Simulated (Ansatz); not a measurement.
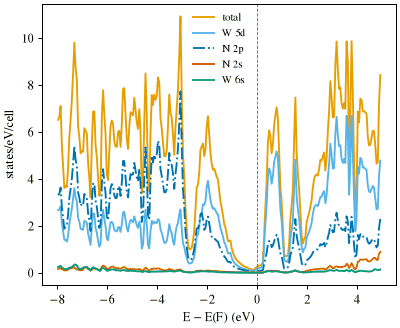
Figure: Total and projected density of states of W2N3 in space group Cm (No. 8; Pearson symbol mS20), r²SCAN (plane waves, PAW; program Ansatz)

Task: Which orbitals carry the states next to the Fermi level?

Result: Within 0.5 eV of the Fermi level: W 5d 72 %, N 2p 23 %. Projections are on Löwdin-orthogonalised atomic valence shells; empty p or d shells of many metals are not among them.

Task: Where is the tallest occupied peak in this window, and what makes it?

Result: Near -3.0 eV, about 11 states/eV per cell; the largest projected share is N 2p.

The workflow started from a Materials Project entry (that database holds measured and hypothetical structures alike); the Crystallography Open Database copy checked does not list it. Whether it is the stable phase at ambient conditions was not checked. Symmetry was held in the r²SCAN relaxation; whether a distortion lowers the energy is not shown. The run is not spin-polarised. A small band overlap can be real or an error of a semilocal functional. Spin–orbit coupling is left out wherever it is not named.

Potentials: the earlier of the program's two PAW sets.
